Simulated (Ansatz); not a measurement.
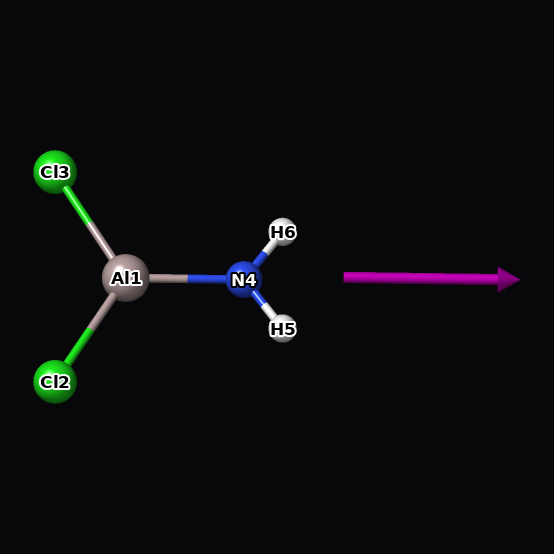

The arrow beside the molecule shows the direction of the dipole moment, from the negative to the positive end (its length means nothing). The geometry was computed by an optimisation with PBE0-D4/def2-TZVP. Method: RKS PBE0-D4/def2-TZVP (Ansatz 0.2.0).

### Estimate the dipole moment.

2.35 D; it points from the side of Cl2, Cl3 to the side of H5, H6 (the outermost atoms at the two ends).
